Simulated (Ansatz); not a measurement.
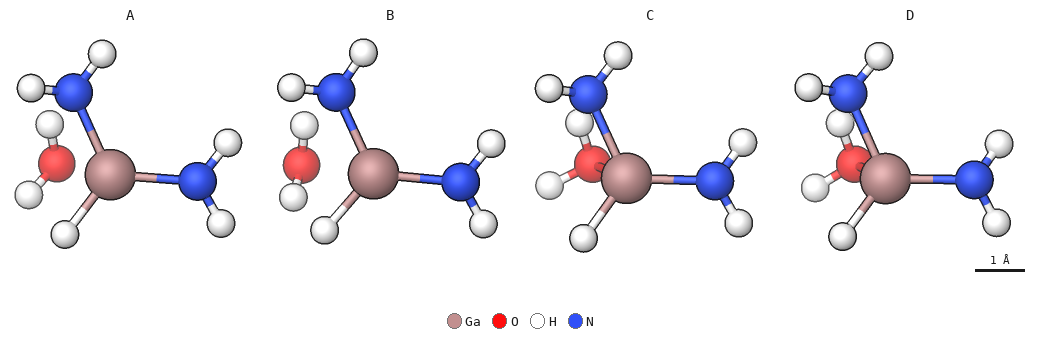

4 geometries from one relaxation of GaN2H7O, in shuffled order. A ball-and-stick model, seen at a tilt.

The run prepares an end point of a later path (reaction) calculation, from a guessed geometry.

All numbers below come from RKS PBE-D4/def2-SVP in Ansatz 0.2.0. Set-up: no spin polarisation; force threshold 0.03 eV/Å; at most 50 steps.

Q: Put them in the order of the run, from the start to the converged end.

A: B, A, C, D. They are steps 0, 4, 7, 13, at +0.456 eV, +0.242 eV, +0.047 eV relative to the last. The energy falls by 0.456 eV in 12 accepted moves (13 points after the start). Largest force component: 0.6 eV/Å at the start, 0.011 eV/Å at the end. The line search rejected the trial step at point 1 of the run. The largest move after the best rigid fit is that of the O atom, 0.78 Å. By element the largest moves are O 0.78 Å, H 0.66 Å, Ga 0.21 Å, N 0.19 Å. Near-neighbour distances that change, for instance: Ga–O 2.978 → 2.228 Å, Ga–H 2.680 → 2.200 Å, Ga–N 1.859 → 1.928 Å, H–O 0.986 → 1.030 Å. New bonds form, among them: Ga–O (2.98 → 2.23 Å). Bond angles that change, for instance: N–Ga–N 120.0° → 114.6°, H–O–H 100.1° → 105.5°, Ga–N–H 122.7° → 117.6°.
